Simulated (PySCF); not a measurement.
**C₃H₉BFNO: density, localisation and related maps**

```json
{"atom": "C", "x (Å)": "2.5706", "y (Å)": "0.0917", "z (Å)": "0.0009"}
{"atom": "O", "x (Å)": "1.5000", "y (Å)": "0.5443", "z (Å)": "0.7914"}
{"atom": "B", "x (Å)": "0.3175", "y (Å)": "-0.1146", "z (Å)": "0.9901"}
{"atom": "F", "x (Å)": "0.1727", "y (Å)": "-0.8215", "z (Å)": "2.1332"}
{"atom": "N", "x (Å)": "-0.7860", "y (Å)": "-0.0315", "z (Å)": "0.1408"}
{"atom": "C", "x (Å)": "-2.0542", "y (Å)": "-0.6787", "z (Å)": "0.4036"}
{"atom": "C", "x (Å)": "-0.7877", "y (Å)": "0.7463", "z (Å)": "-1.0792"}
{"atom": "H", "x (Å)": "3.0386", "y (Å)": "-0.7923", "z (Å)": "0.4472"}
{"atom": "H", "x (Å)": "3.3019", "y (Å)": "0.8999", "z (Å)": "-0.0441"}
{"atom": "H", "x (Å)": "2.2443", "y (Å)": "-0.1591", "z (Å)": "-1.0149"}
{"atom": "H", "x (Å)": "-1.9876", "y (Å)": "-1.2447", "z (Å)": "1.3279"}
{"atom": "H", "x (Å)": "-2.8485", "y (Å)": "0.0672", "z (Å)": "0.4969"}
{"atom": "H", "x (Å)": "-2.3076", "y (Å)": "-1.3570", "z (Å)": "-0.4163"}
{"atom": "H", "x (Å)": "0.1486", "y (Å)": "1.2912", "z (Å)": "-1.1611"}
{"atom": "H", "x (Å)": "-1.6131", "y (Å)": "1.4635", "z (Å)": "-1.0655"}
{"atom": "H", "x (Å)": "-0.9093", "y (Å)": "0.0953", "z (Å)": "-1.9509"}
```

Geometry: GFN2-xTB.

The calculation used PySCF, B3LYP/pcSseg-1, SCF density, gas phase, non-relativistic.

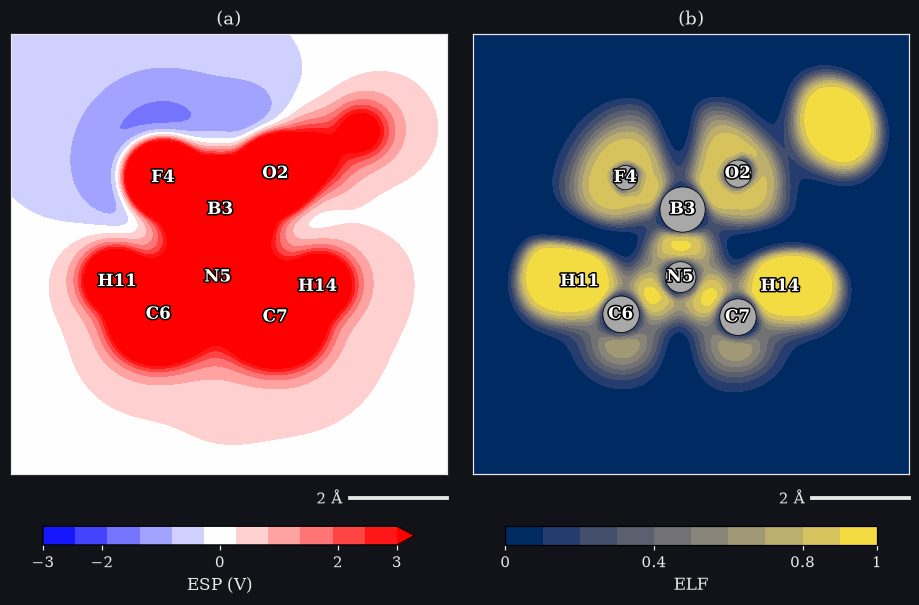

Figure 1. (a) electrostatic potential; (b) electron localisation function on the plane of atoms F4, B3 and N5. Grey discs cover the atomic cores in the ELF map.

Read the bonding off the picture.

The plane passes through O, B, F, N, C and H nuclei.
B–F (1.35 Å): the ELF peaks at about 0.85 between the atoms; a shared but strongly polarised pair.
B–O (1.37 Å): the ELF peaks at about 0.90 between the atoms; a short, strongly polar bond.
B–N (1.39 Å): the ELF peaks at about 0.90 between the atoms, as expected for a short, strongly polar bond.
C–N (1.45 Å): the ELF peaks at about 0.95 between the atoms; localised, covalent bonding.
C–H (1.09 Å): the ELF climbs to about 1 towards the hydrogen, as it does in any bond to H; a covalent bond by its length.
The ELF also peaks beside F4 and O2, away from the bonds: lone-pair regions.
Outside the dense part of the molecule the potential is most negative (−1.6 V) near F4.

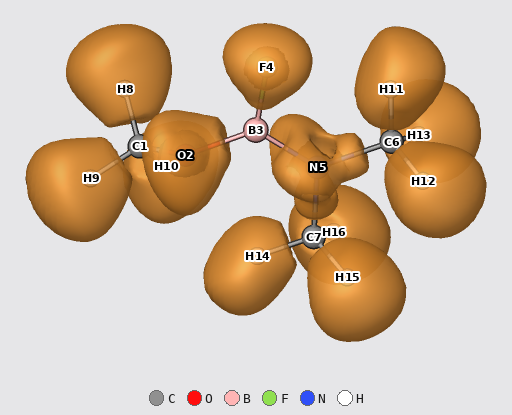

Figure 2. Isosurface of the ELF at 0.75 (orange), seen at a tilt. Core shells and regions of very low density are left out.

Describe the localisation domains.

The surface consists of nine regions around hydrogen nuclei, one region on F in which the atom's valence shell and bonds are merged, one region on N in which the atom's valence shell and bonds are merged and one region on O in which the atom's valence shell and bonds are merged.

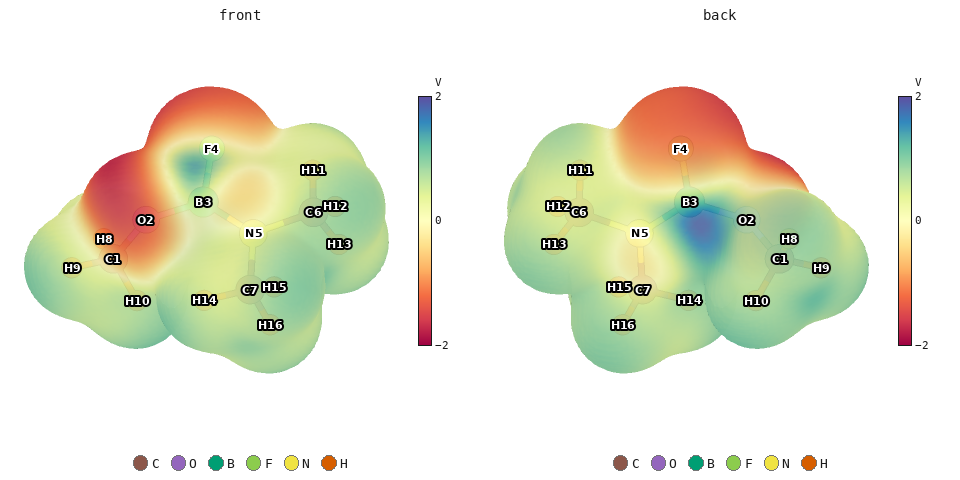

Figure 3. The molecular electrostatic potential painted on the density surface at 0.004 e/bohr³, seen from the front and from behind; red is negative and blue positive.

Describe the electrostatic potential map.

The most negative region (about −1.7 V, or −39 kcal/mol for a unit charge) lies over O2, the most positive (about +1.7 V, or +39 kcal/mol for a unit charge) over B3. O2 is the likeliest acceptor of a hydrogen bond.

What dipole moment does the calculation give?

Its dipole moment is 2.71 D.
